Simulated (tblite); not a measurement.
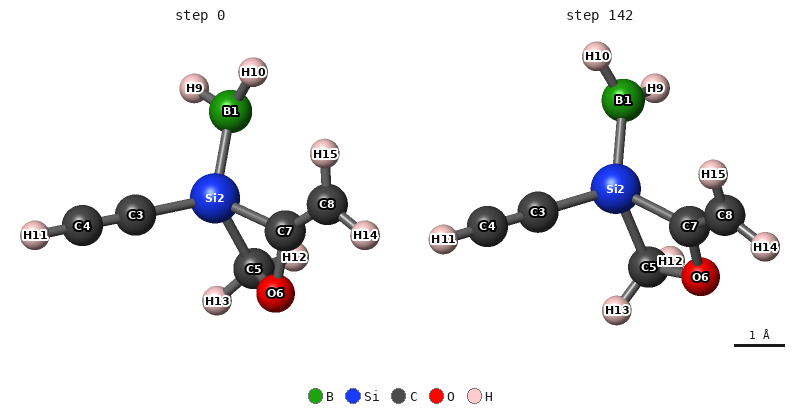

The structure of C₅H₇BOSi before (left) and after (right) a relaxation, at one scale.

A ball-and-stick model, seen face on.

Level of theory: tblite, GFN2-xTB geometry optimisation, gas phase. 

Summarise the run.

The atom that moves furthest after the best rigid fit is H9 (1.27 Å). By element the largest moves are H 1.27 Å, O 0.71 Å, B 0.31 Å, C 0.30 Å, Si 0.20 Å. Near-neighbour distances that change, for instance: Si2–C7 1.827 → 1.923 Å, Si2–C5 1.865 → 1.948 Å, Si2–C3 1.803 → 1.860 Å, B1–Si2 1.895 → 1.942 Å. Bond angles that change, for instance: O6–C7–C8 135.9° → 125.2°, C3–Si2–C5 115.6° → 107.5°, C5–O6–C7 95.0° → 102.2°. Groups turn about O6–C7 by about 35°, C5–O6 by about 35°, Si2–C7 by about 25°. Over 142 geometry steps the energy falls by 108.8 kJ/mol. Cost: 0.99 s on 1 thread of Arm Neoverse V1, with other jobs on the host.
